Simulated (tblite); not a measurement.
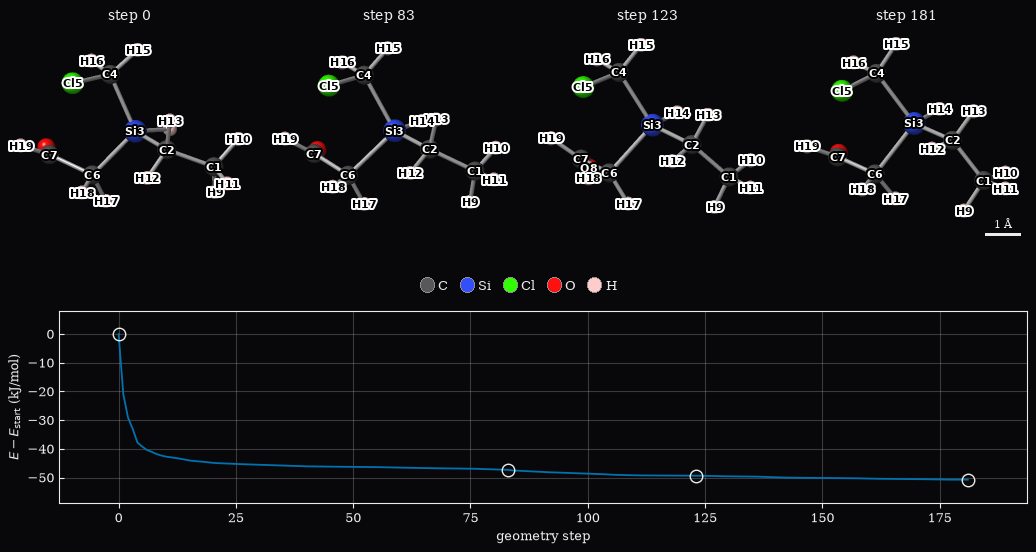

Frames of a relaxation of C5H11ClOSi, marked on the history of the run. The picture is a ball-and-stick view, seen at a tilt.

Computed with GFN2-xTB geometry optimisation, gas phase in tblite. 

Describe the path.

Answer. The largest move after the best rigid fit is that of H10, 1.20 Å. Largest moves by element: H 1.20 Å, O 0.53 Å, C 0.46 Å, Cl 0.38 Å, Si 0.24 Å. Near-neighbour distances that change, for instance: Si3–C6 1.848 → 1.924 Å, Si3–C4 1.872 → 1.917 Å, C1–H10 1.123 → 1.087 Å, C4–Cl5 1.752 → 1.786 Å. Among the angles between lasting bonds that change: C6–C7–H19 122.1° → 113.9°, C2–Si3–H14 105.8° → 113.1°, H12–C2–H13 112.7° → 106.3°. Groups turn about C2–Si3 by about 50°. After 181 geometry steps the energy has fallen by 50.7 kJ/mol. The run took 2.7 s on 1 thread of Arm Neoverse N1, on a shared host. From step 0 to 83: O and H atoms move most (0.44 Å), energy −47.3 kJ/mol. From step 83 to 123: O8 moves most (0.65 Å), energy −2.04 kJ/mol. From step 123 to 181: H atoms move most (0.57 Å), energy −1.38 kJ/mol.
